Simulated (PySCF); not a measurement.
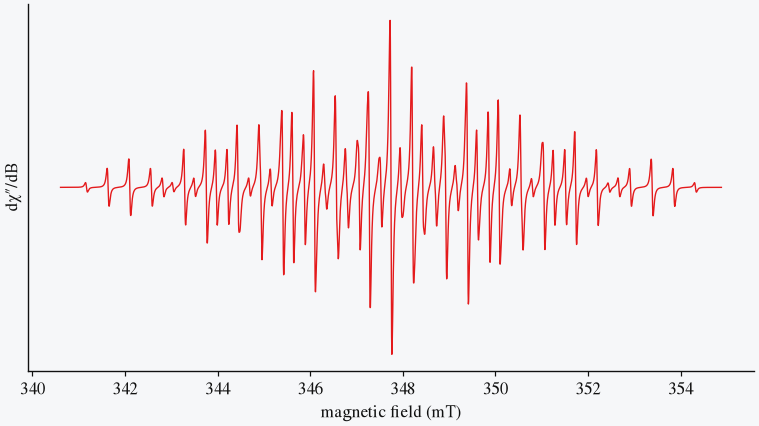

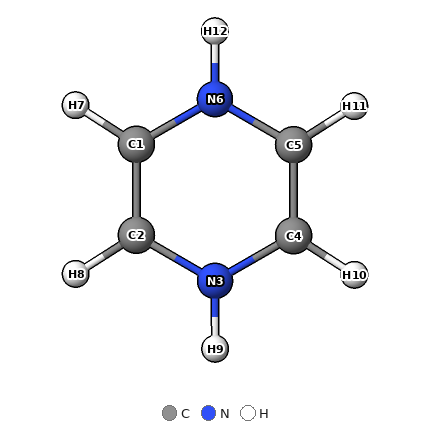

First-order isotropic EPR spectrum (fast tumbling, first derivative) of C₄H₆N₂⁺, doublet at 9.75 GHz, Lorentzian lines of 0.07 mT full width at half height, from computed g and hyperfine couplings (HF/pcH-1 (IGLO-III on C and IGLO-III on N) in PySCF 2.14.0, at a PBE0-D3(BJ)/def2-SVP geometry (no frequency check), gas phase); values of one conformer, averaged over methyl-type rotors alone; no vibrational averaging; dilute isotopes left out.

### Which couplings does the calculation give? The spectrum shows the sizes of those above the line width, not their signs.

```tsv
nuclei	isotope	a (mT)	a (MHz)
H9, H12	¹H	−2.34	−65.5
N3, N6	¹⁴N	1.65	46.4
H7, H8, H10, H11	¹H	−0.47	−13.1
```

### What is the g value, and how wide is the spectrum?

g_iso = 2.0032, which centres the spectrum at 347.7 mT; it spans 13.2 mT.
